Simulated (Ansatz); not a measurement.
## BH2O2 (charge +1): molecular dynamics (part 2 of 4)

Continued. System: BH2O2, charge +1, SMILES OB=[OH+]. Method: RKS PBE/def2-SVP (Ansatz 0.2.0). It belongs to a series of runs on one base structure; here: dynamics from the last frame of an earlier run.

Geometry of the input (Å):
```
O  -0.9181  0.1073  -0.8362
B  -0.1051  0.0978  0.1298
O  0.5654  0.0307  1.2123
H  -0.7192  0.4865  -1.7332
H  1.3657  -0.1012  1.7116
```

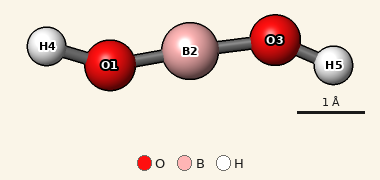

Figure 1. The geometry at step 162 of the log (ball-and-stick view, seen at an oblique angle; atoms are numbered from 1 in the order of the input).

The program's output, continued
```
md step   103: t =    51.50 fs  T =   185.7 K  F+E_penalty+E_count = -4787.72832952 eV  E_kin = 0.072002 eV  conserved = -4787.65712478 eV  (23 SCF iters)
md step   104: t =    52.00 fs  T =   259.1 K  F+E_penalty+E_count = -4787.75767687 eV  E_kin = 0.100470 eV  conserved = -4787.65801498 eV  (24 SCF iters)
md step   105: t =    52.50 fs  T =   324.1 K  F+E_penalty+E_count = -4787.78363040 eV  E_kin = 0.125683 eV  conserved = -4787.65876958 eV  (23 SCF iters)
md step   106: t =    53.00 fs  T =   351.4 K  F+E_penalty+E_count = -4787.79438520 eV  E_kin = 0.136254 eV  conserved = -4787.65897033 eV  (24 SCF iters)
md step   107: t =    53.50 fs  T =   331.7 K  F+E_penalty+E_count = -4787.78637197 eV  E_kin = 0.128630 eV  conserved = -4787.65859837 eV  (24 SCF iters)
md step   108: t =    54.00 fs  T =   277.9 K  F+E_penalty+E_count = -4787.76481787 eV  E_kin = 0.107752 eV  conserved = -4787.65793729 eV  (24 SCF iters)
md step   109: t =    54.50 fs  T =   214.5 K  F+E_penalty+E_count = -4787.73961358 eV  E_kin = 0.083160 eV  conserved = -4787.65733788 eV  (24 SCF iters)
md step   110: t =    55.00 fs  T =   164.6 K  F+E_penalty+E_count = -4787.71996453 eV  E_kin = 0.063833 eV  conserved = -4787.65702553 eV  (23 SCF iters)
md step   111: t =    55.50 fs  T =   141.0 K  F+E_penalty+E_count = -4787.71081632 eV  E_kin = 0.054688 eV  conserved = -4787.65703132 eV  (23 SCF iters)
md step   112: t =    56.00 fs  T =   144.0 K  F+E_penalty+E_count = -4787.71218876 eV  E_kin = 0.055845 eV  conserved = -4787.65725408 eV  (23 SCF iters)
md step   113: t =    56.50 fs  T =   164.9 K  F+E_penalty+E_count = -4787.72060232 eV  E_kin = 0.063950 eV  conserved = -4787.65757101 eV  (23 SCF iters)
md step   114: t =    57.00 fs  T =   190.9 K  F+E_penalty+E_count = -4787.73100392 eV  E_kin = 0.074039 eV  conserved = -4787.65789411 eV  (22 SCF iters)
md step   115: t =    57.50 fs  T =   209.1 K  F+E_penalty+E_count = -4787.73830591 eV  E_kin = 0.081101 eV  conserved = -4787.65814611 eV  (23 SCF iters)
md step   116: t =    58.00 fs  T =   210.2 K  F+E_penalty+E_count = -4787.73878784 eV  E_kin = 0.081528 eV  conserved = -4787.65821365 eV  (24 SCF iters)
md step   117: t =    58.50 fs  T =   193.1 K  F+E_penalty+E_count = -4787.73189394 eV  E_kin = 0.074885 eV  conserved = -4787.65797527 eV  (24 SCF iters)
md step   118: t =    59.00 fs  T =   168.7 K  F+E_penalty+E_count = -4787.72189632 eV  E_kin = 0.065433 eV  conserved = -4787.65744057 eV  (23 SCF iters)
md step   119: t =    59.50 fs  T =   158.5 K  F+E_penalty+E_count = -4787.71737614 eV  E_kin = 0.061471 eV  conserved = -4787.65689286 eV  (24 SCF iters)
md step   120: t =    60.00 fs  T =   182.9 K  F+E_penalty+E_count = -4787.72671160 eV  E_kin = 0.070926 eV  conserved = -4787.65678421 eV  (23 SCF iters)
md step   121: t =    60.50 fs  T =   245.2 K  F+E_penalty+E_count = -4787.75140430 eV  E_kin = 0.095081 eV  conserved = -4787.65733579 eV  (24 SCF iters)
md step   122: t =    61.00 fs  T =   324.3 K  F+E_penalty+E_count = -4787.78298450 eV  E_kin = 0.125755 eV  conserved = -4787.65826158 eV  (24 SCF iters)
md step   123: t =    61.50 fs  T =   385.1 K  F+E_penalty+E_count = -4787.80728634 eV  E_kin = 0.149351 eV  conserved = -4787.65899034 eV  (24 SCF iters)
md step   124: t =    62.00 fs  T =   399.5 K  F+E_penalty+E_count = -4787.81295030 eV  E_kin = 0.154907 eV  conserved = -4787.65912468 eV  (24 SCF iters)
md step   125: t =    62.50 fs  T =   361.1 K  F+E_penalty+E_count = -4787.79756086 eV  E_kin = 0.140011 eV  conserved = -4787.65865727 eV  (24 SCF iters)
md step   126: t =    63.00 fs  T =   286.9 K  F+E_penalty+E_count = -4787.76799709 eV  E_kin = 0.111250 eV  conserved = -4787.65787618 eV  (24 SCF iters)
md step   127: t =    63.50 fs  T =   206.7 K  F+E_penalty+E_count = -4787.73616742 eV  E_kin = 0.080162 eV  conserved = -4787.65715118 eV  (23 SCF iters)
md step   128: t =    64.00 fs  T =   148.9 K  F+E_penalty+E_count = -4787.71332405 eV  E_kin = 0.057733 eV  conserved = -4787.65674862 eV  (23 SCF iters)
md step   129: t =    64.50 fs  T =   129.6 K  F+E_penalty+E_count = -4787.70584684 eV  E_kin = 0.050268 eV  conserved = -4787.65674638 eV  (23 SCF iters)
md step   130: t =    65.00 fs  T =   149.5 K  F+E_penalty+E_count = -4787.71388026 eV  E_kin = 0.057991 eV  conserved = -4787.65706744 eV  (23 SCF iters)
md step   131: t =    65.50 fs  T =   196.1 K  F+E_penalty+E_count = -4787.73241984 eV  E_kin = 0.076039 eV  conserved = -4787.65757140 eV  (23 SCF iters)
md step   132: t =    66.00 fs  T =   249.2 K  F+E_penalty+E_count = -4787.75354810 eV  E_kin = 0.096649 eV  conserved = -4787.65810624 eV  (22 SCF iters)
md step   133: t =    66.50 fs  T =   288.1 K  F+E_penalty+E_count = -4787.76900138 eV  E_kin = 0.111734 eV  conserved = -4787.65849446 eV  (23 SCF iters)
md step   134: t =    67.00 fs  T =   298.7 K  F+E_penalty+E_count = -4787.77309822 eV  E_kin = 0.115815 eV  conserved = -4787.65853273 eV  (24 SCF iters)
md step   135: t =    67.50 fs  T =   281.1 K  F+E_penalty+E_count = -4787.76581917 eV  E_kin = 0.108986 eV  conserved = -4787.65810446 eV  (24 SCF iters)
md step   136: t =    68.00 fs  T =   253.1 K  F+E_penalty+E_count = -4787.75424790 eV  E_kin = 0.098158 eV  conserved = -4787.65738205 eV  (23 SCF iters)
md step   137: t =    68.50 fs  T =   242.5 K  F+E_penalty+E_count = -4787.74958206 eV  E_kin = 0.094027 eV  conserved = -4787.65686575 eV  (23 SCF iters)
md step   138: t =    69.00 fs  T =   267.9 K  F+E_penalty+E_count = -4787.75956945 eV  E_kin = 0.103881 eV  conserved = -4787.65701988 eV  (23 SCF iters)
md step   139: t =    69.50 fs  T =   323.2 K  F+E_penalty+E_count = -4787.78177983 eV  E_kin = 0.125337 eV  conserved = -4787.65779758 eV  (22 SCF iters)
md step   140: t =    70.00 fs  T =   379.3 K  F+E_penalty+E_count = -4787.80434307 eV  E_kin = 0.147069 eV  conserved = -4787.65865685 eV  (22 SCF iters)
md step   141: t =    70.50 fs  T =   403.0 K  F+E_penalty+E_count = -4787.81391979 eV  E_kin = 0.156283 eV  conserved = -4787.65905079 eV  (23 SCF iters)
md step   142: t =    71.00 fs  T =   378.2 K  F+E_penalty+E_count = -4787.80400241 eV  E_kin = 0.146647 eV  conserved = -4787.65879957 eV  (23 SCF iters)
md step   143: t =    71.50 fs  T =   312.9 K  F+E_penalty+E_count = -4787.77795967 eV  E_kin = 0.121351 eV  conserved = -4787.65808088 eV  (23 SCF iters)
md step   144: t =    72.00 fs  T =   234.2 K  F+E_penalty+E_count = -4787.74655401 eV  E_kin = 0.090801 eV  conserved = -4787.65724687 eV  (23 SCF iters)
md step   145: t =    72.50 fs  T =   173.9 K  F+E_penalty+E_count = -4787.72255664 eV  E_kin = 0.067421 eV  conserved = -4787.65664674 eV  (23 SCF iters)
md step   146: t =    73.00 fs  T =   155.6 K  F+E_penalty+E_count = -4787.71528751 eV  E_kin = 0.060324 eV  conserved = -4787.65648806 eV  (23 SCF iters)
md step   147: t =    73.50 fs  T =   185.9 K  F+E_penalty+E_count = -4787.72730236 eV  E_kin = 0.072069 eV  conserved = -4787.65677146 eV  (23 SCF iters)
md step   148: t =    74.00 fs  T =   253.9 K  F+E_penalty+E_count = -4787.75425029 eV  E_kin = 0.098466 eV  conserved = -4787.65734113 eV  (23 SCF iters)
md step   149: t =    74.50 fs  T =   337.3 K  F+E_penalty+E_count = -4787.78720548 eV  E_kin = 0.130790 eV  conserved = -4787.65799757 eV  (23 SCF iters)
md step   150: t =    75.00 fs  T =   409.8 K  F+E_penalty+E_count = -4787.81584372 eV  E_kin = 0.158897 eV  conserved = -4787.65856159 eV  (23 SCF iters)
md step   151: t =    75.50 fs  T =   449.3 K  F+E_penalty+E_count = -4787.83144495 eV  E_kin = 0.174236 eV  conserved = -4787.65886056 eV  (23 SCF iters)
md step   152: t =    76.00 fs  T =   445.3 K  F+E_penalty+E_count = -4787.82972495 eV  E_kin = 0.172685 eV  conserved = -4787.65872935 eV  (23 SCF iters)
md step   153: t =    76.50 fs  T =   404.5 K  F+E_penalty+E_count = -4787.81327330 eV  E_kin = 0.156875 eV  conserved = -4787.65812454 eV  (23 SCF iters)
md step   154: t =    77.00 fs  T =   351.4 K  F+E_penalty+E_count = -4787.79182821 eV  E_kin = 0.136281 eV  conserved = -4787.65730541 eV  (23 SCF iters)
md step   155: t =    77.50 fs  T =   317.2 K  F+E_penalty+E_count = -4787.77801264 eV  E_kin = 0.122996 eV  conserved = -4787.65680306 eV  (23 SCF iters)
md step   156: t =    78.00 fs  T =   320.2 K  F+E_penalty+E_count = -4787.77937726 eV  E_kin = 0.124180 eV  conserved = -4787.65701165 eV  (23 SCF iters)
md step   157: t =    78.50 fs  T =   352.8 K  F+E_penalty+E_count = -4787.79272978 eV  E_kin = 0.136795 eV  conserved = -4787.65777804 eV  (23 SCF iters)
md step   158: t =    79.00 fs  T =   386.2 K  F+E_penalty+E_count = -4787.80640990 eV  E_kin = 0.149753 eV  conserved = -4787.65853280 eV  (22 SCF iters)
md step   159: t =    79.50 fs  T =   391.4 K  F+E_penalty+E_count = -4787.80868153 eV  E_kin = 0.151796 eV  conserved = -4787.65879478 eV  (23 SCF iters)
md step   160: t =    80.00 fs  T =   357.3 K  F+E_penalty+E_count = -4787.79509255 eV  E_kin = 0.138566 eV  conserved = -4787.65846825 eV  (23 SCF iters)
md step   161: t =    80.50 fs  T =   295.1 K  F+E_penalty+E_count = -4787.77024486 eV  E_kin = 0.114441 eV  conserved = -4787.65777394 eV  (23 SCF iters)
md step   162: t =    81.00 fs  T =   230.9 K  F+E_penalty+E_count = -4787.74461202 eV  E_kin = 0.089550 eV  conserved = -4787.65705486 eV  (23 SCF iters)
md step   163: t =    81.50 fs  T =   192.5 K  F+E_penalty+E_count = -4787.72925606 eV  E_kin = 0.074654 eV  conserved = -4787.65661448 eV  (23 SCF iters)
md step   164: t =    82.00 fs  T =   197.2 K  F+E_penalty+E_count = -4787.73104109 eV  E_kin = 0.076462 eV  conserved = -4787.65660884 eV  (22 SCF iters)
md step   165: t =    82.50 fs  T =   245.4 K  F+E_penalty+E_count = -4787.75010892 eV  E_kin = 0.095151 eV  conserved = -4787.65700777 eV  (23 SCF iters)
md step   166: t =    83.00 fs  T =   321.5 K  F+E_penalty+E_count = -4787.78024500 eV  E_kin = 0.124675 eV  conserved = -4787.65764554 eV  (23 SCF iters)
md step   167: t =    83.50 fs  T =   400.3 K  F+E_penalty+E_count = -4787.81142044 eV  E_kin = 0.155217 eV  conserved = -4787.65831230 eV  (23 SCF iters)
md step   168: t =    84.00 fs  T =   455.2 K  F+E_penalty+E_count = -4787.83316782 eV  E_kin = 0.176511 eV  conserved = -4787.65880511 eV  (23 SCF iters)
md step   169: t =    84.50 fs  T =   467.2 K  F+E_penalty+E_count = -4787.83792071 eV  E_kin = 0.181175 eV  conserved = -4787.65893646 eV  (23 SCF iters)
md step   170: t =    85.00 fs  T =   432.3 K  F+E_penalty+E_count = -4787.82399394 eV  E_kin = 0.167646 eV  conserved = -4787.65857884 eV  (23 SCF iters)
md step   171: t =    85.50 fs  T =   365.8 K  F+E_penalty+E_count = -4787.79736647 eV  E_kin = 0.141834 eV  conserved = -4787.65780004 eV  (23 SCF iters)
md step   172: t =    86.00 fs  T =   298.2 K  F+E_penalty+E_count = -4787.77029439 eV  E_kin = 0.115618 eV  conserved = -4787.65697439 eV  (22 SCF iters)
md step   173: t =    86.50 fs  T =   260.8 K  F+E_penalty+E_count = -4787.75543718 eV  E_kin = 0.101138 eV  conserved = -4787.65662296 eV  (22 SCF iters)
md step   174: t =    87.00 fs  T =   266.9 K  F+E_penalty+E_count = -4787.75813374 eV  E_kin = 0.103499 eV  conserved = -4787.65698317 eV  (23 SCF iters)
md step   175: t =    87.50 fs  T =   303.2 K  F+E_penalty+E_count = -4787.77297890 eV  E_kin = 0.117585 eV  conserved = -4787.65776866 eV  (23 SCF iters)
md step   176: t =    88.00 fs  T =   340.3 K  F+E_penalty+E_count = -4787.78800336 eV  E_kin = 0.131972 eV  conserved = -4787.65843662 eV  (23 SCF iters)
md step   177: t =    88.50 fs  T =   352.2 K  F+E_penalty+E_count = -4787.79275684 eV  E_kin = 0.136575 eV  conserved = -4787.65861917 eV  (24 SCF iters)
md step   178: t =    89.00 fs  T =   330.7 K  F+E_penalty+E_count = -4787.78405945 eV  E_kin = 0.128241 eV  conserved = -4787.65828889 eV  (24 SCF iters)
md step   179: t =    89.50 fs  T =   287.6 K  F+E_penalty+E_count = -4787.76668701 eV  E_kin = 0.111520 eV  conserved = -4787.65766585 eV  (23 SCF iters)
md step   180: t =    90.00 fs  T =   246.4 K  F+E_penalty+E_count = -4787.75010428 eV  E_kin = 0.095564 eV  conserved = -4787.65706490 eV  (23 SCF iters)
md step   181: t =    90.50 fs  T =   230.5 K  F+E_penalty+E_count = -4787.74358202 eV  E_kin = 0.089373 eV  conserved = -4787.65675708 eV  (23 SCF iters)
md step   182: t =    91.00 fs  T =   251.8 K  F+E_penalty+E_count = -4787.75193925 eV  E_kin = 0.097652 eV  conserved = -4787.65685849 eV  (23 SCF iters)
md step   183: t =    91.50 fs  T =   306.8 K  F+E_penalty+E_count = -4787.77365774 eV  E_kin = 0.118956 eV  conserved = -4787.65729987 eV  (23 SCF iters)
md step   184: t =    92.00 fs  T =   378.0 K  F+E_penalty+E_count = -4787.80184995 eV  E_kin = 0.146579 eV  conserved = -4787.65790287 eV  (22 SCF iters)
md step   185: t =    92.50 fs  T =   441.5 K  F+E_penalty+E_count = -4787.82700830 eV  E_kin = 0.171200 eV  conserved = -4787.65848091 eV  (23 SCF iters)
md step   186: t =    93.00 fs  T =   474.2 K  F+E_penalty+E_count = -4787.84004248 eV  E_kin = 0.183887 eV  conserved = -4787.65887289 eV  (22 SCF iters)
md step   187: t =    93.50 fs  T =   461.2 K  F+E_penalty+E_count = -4787.83499668 eV  E_kin = 0.178840 eV  conserved = -4787.65892073 eV  (22 SCF iters)
md step   188: t =    94.00 fs  T =   402.0 K  F+E_penalty+E_count = -4787.81157211 eV  E_kin = 0.155879 eV  conserved = -4787.65849840 eV  (22 SCF iters)
md step   189: t =    94.50 fs  T =   314.7 K  F+E_penalty+E_count = -4787.77685113 eV  E_kin = 0.122032 eV  conserved = -4787.65765953 eV  (22 SCF iters)
md step   190: t =    95.00 fs  T =   232.5 K  F+E_penalty+E_count = -4787.74407236 eV  E_kin = 0.090159 eV  conserved = -4787.65678079 eV  (23 SCF iters)
md step   191: t =    95.50 fs  T =   188.7 K  F+E_penalty+E_count = -4787.72670163 eV  E_kin = 0.073177 eV  conserved = -4787.65641312 eV  (22 SCF iters)
md step   192: t =    96.00 fs  T =   197.0 K  F+E_penalty+E_count = -4787.73030153 eV  E_kin = 0.076395 eV  conserved = -4787.65681446 eV  (23 SCF iters)
md step   193: t =    96.50 fs  T =   242.7 K  F+E_penalty+E_count = -4787.74884637 eV  E_kin = 0.094101 eV  conserved = -4787.65767521 eV  (23 SCF iters)
md step   194: t =    97.00 fs  T =   293.4 K  F+E_penalty+E_count = -4787.76924062 eV  E_kin = 0.113789 eV  conserved = -4787.65840907 eV  (24 SCF iters)
md step   195: t =    97.50 fs  T =   320.7 K  F+E_penalty+E_count = -4787.78001298 eV  E_kin = 0.124369 eV  conserved = -4787.65863289 eV  (24 SCF iters)
md step   196: t =    98.00 fs  T =   314.6 K  F+E_penalty+E_count = -4787.77729475 eV  E_kin = 0.121977 eV  conserved = -4787.65833963 eV  (23 SCF iters)
md step   197: t =    98.50 fs  T =   285.0 K  F+E_penalty+E_count = -4787.76522462 eV  E_kin = 0.110502 eV  conserved = -4787.65777542 eV  (23 SCF iters)
md step   198: t =    99.00 fs  T =   253.1 K  F+E_penalty+E_count = -4787.75231166 eV  E_kin = 0.098136 eV  conserved = -4787.65725669 eV  (23 SCF iters)
md step   199: t =    99.50 fs  T =   238.9 K  F+E_penalty+E_count = -4787.74653917 eV  E_kin = 0.092622 eV  conserved = -4787.65702411 eV  (23 SCF iters)
md step   200: t =   100.00 fs  T =   251.5 K  F+E_penalty+E_count = -4787.75155985 eV  E_kin = 0.097541 eV  conserved = -4787.65715166 eV  (22 SCF iters)
md step   201: t =   100.50 fs  T =   286.4 K  F+E_penalty+E_count = -4787.76544552 eV  E_kin = 0.111062 eV  conserved = -4787.65754425 eV  (23 SCF iters)
md step   202: t =   101.00 fs  T =   328.1 K  F+E_penalty+E_count = -4787.78206612 eV  E_kin = 0.127237 eV  conserved = -4787.65802326 eV  (22 SCF iters)
md step   203: t =   101.50 fs  T =   357.5 K  F+E_penalty+E_count = -4787.79384343 eV  E_kin = 0.138650 eV  conserved = -4787.65842414 eV  (22 SCF iters)
md step   204: t =   102.00 fs  T =   358.7 K  F+E_penalty+E_count = -4787.79444193 eV  E_kin = 0.139089 eV  conserved = -4787.65862299 eV  (23 SCF iters)
md step   205: t =   102.50 fs  T =   324.1 K  F+E_penalty+E_count = -4787.78088314 eV  E_kin = 0.125675 eV  conserved = -4787.65851454 eV  (23 SCF iters)
md step   206: t =   103.00 fs  T =   259.2 K  F+E_penalty+E_count = -4787.75522471 eV  E_kin = 0.100528 eV  conserved = -4787.65803491 eV  (23 SCF iters)
md step   207: t =   103.50 fs  T =   184.2 K  F+E_penalty+E_count = -4787.72534583 eV  E_kin = 0.071434 eV  conserved = -4787.65727469 eV  (23 SCF iters)
md step   208: t =   104.00 fs  T =   129.0 K  F+E_penalty+E_count = -4787.70321758 eV  E_kin = 0.050020 eV  conserved = -4787.65657692 eV  (23 SCF iters)
md step   209: t =   104.50 fs  T =   120.0 K  F+E_penalty+E_count = -4787.69952374 eV  E_kin = 0.046523 eV  conserved = -4787.65639487 eV  (23 SCF iters)
md step   210: t =   105.00 fs  T =   163.6 K  F+E_penalty+E_count = -4787.71695286 eV  E_kin = 0.063450 eV  conserved = -4787.65691243 eV  (23 SCF iters)
md step   211: t =   105.50 fs  T =   240.3 K  F+E_penalty+E_count = -4787.74759227 eV  E_kin = 0.093197 eV  conserved = -4787.65782779 eV  (23 SCF iters)
md step   212: t =   106.00 fs  T =   315.3 K  F+E_penalty+E_count = -4787.77739092 eV  E_kin = 0.122261 eV  conserved = -4787.65859479 eV  (23 SCF iters)
md step   213: t =   106.50 fs  T =   358.3 K  F+E_penalty+E_count = -4787.79429309 eV  E_kin = 0.138955 eV  conserved = -4787.65884193 eV  (23 SCF iters)
md step   214: t =   107.00 fs  T =   358.4 K  F+E_penalty+E_count = -4787.79399435 eV  E_kin = 0.138983 eV  conserved = -4787.65855682 eV  (23 SCF iters)
md step   215: t =   107.50 fs  T =   324.9 K  F+E_penalty+E_count = -4787.78038352 eV  E_kin = 0.125978 eV  conserved = -4787.65799148 eV  (23 SCF iters)
md step   216: t =   108.00 fs  T =   278.5 K  F+E_penalty+E_count = -4787.76185146 eV  E_kin = 0.108008 eV  conserved = -4787.65746445 eV  (23 SCF iters)
md step   217: t =   108.50 fs  T =   239.6 K  F+E_penalty+E_count = -4787.74643727 eV  E_kin = 0.092902 eV  conserved = -4787.65718689 eV  (23 SCF iters)
md step   218: t =   109.00 fs  T =   219.1 K  F+E_penalty+E_count = -4787.73848841 eV  E_kin = 0.084974 eV  conserved = -4787.65719240 eV  (23 SCF iters)
md step   219: t =   109.50 fs  T =   217.4 K  F+E_penalty+E_count = -4787.73798014 eV  E_kin = 0.084297 eV  conserved = -4787.65738790 eV  (23 SCF iters)
md step   220: t =   110.00 fs  T =   226.7 K  F+E_penalty+E_count = -4787.74182663 eV  E_kin = 0.087899 eV  conserved = -4787.65765871 eV  (23 SCF iters)
```
